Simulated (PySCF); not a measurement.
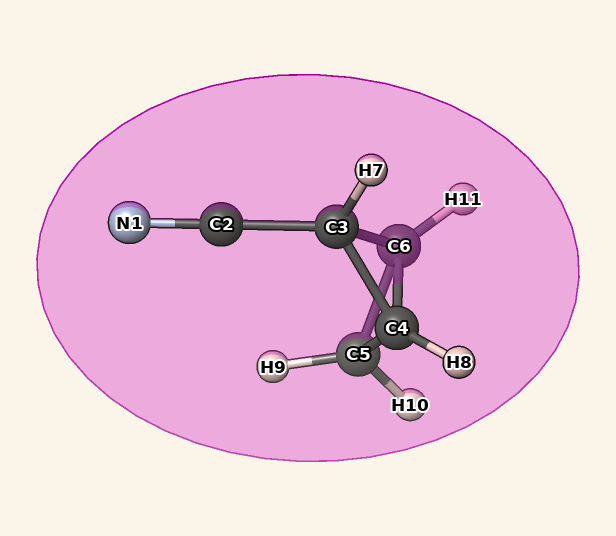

A disc through the centre of mass is drawn in. Depth is shown by fading: the farther an atom, the more it takes the colour of the background. Computed geometry: PBE0-D3(BJ)/def2-SVP optimisation. No frequency run is at hand to confirm it as a minimum.

### Is the plane of the disc a mirror plane of the structure?

Yes. The reflection leaves N1, C2, C3, C5, H7, H9, H10 in place and moves C4 ↔ C6; H8 ↔ H11. The point group is Cs.
